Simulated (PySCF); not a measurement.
The calculation's input:

```
{"job": {"kind": "uv", "xc": "wB97X-D", "basis": "def2-SVPD", "ip": true}, "charge": 0, "multiplicity": 1}
O     -2.070945     1.104812    -1.125951
B     -2.040561    -0.010567    -0.363384
O     -3.205659    -0.679920    -0.137856
Ge    -0.215868    -0.652143     0.407673
C      1.225977    -0.814219    -0.891870
C      2.191518     0.057881    -0.538358
C      1.980950     0.859871     0.682821
C      0.834996     0.676216     1.369238
H     -2.968245     1.297988    -1.430471
H     -3.098930    -1.459053     0.415354
H     -0.403746    -1.950037     1.235180
H      1.291611    -1.441702    -1.783021
H      3.113183     0.192194    -1.116708
H      2.752525     1.573518     0.994704
H      0.594784     1.228403     2.279768
```

Run with:

```sh
OMP_NUM_THREADS=1 python probes_run.py task.json out
```

Geometry: PBE0-D3(BJ)/def2-SVP.

Theory: wB97X-D/def2-SVPD, SCF density, gas phase (PySCF 2.14.0).

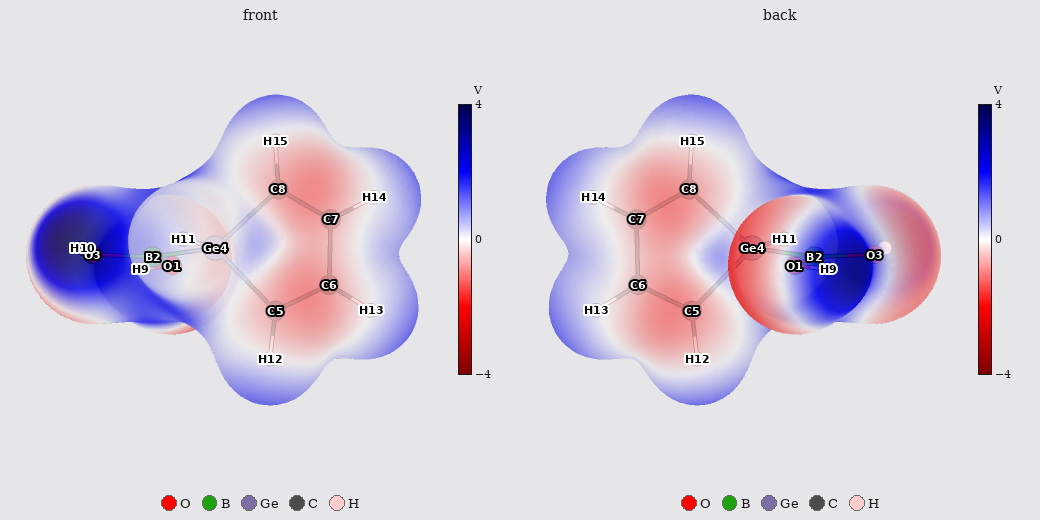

C$_{4}$H$_{7}$BGeO$_{2}$. The electrostatic potential painted on the density surface at 0.004 e/bohr³, seen from the front and from behind; red is negative and blue positive.

> Where is the surface potential most negative and most positive?

The most negative region (about −1.6 V) lies over O1, the most positive (about +3.5 V) over H9 and H10. O1 is the likeliest acceptor of a hydrogen bond.

> How polar is the molecule by this calculation?

Its dipole moment is 1.27 D.
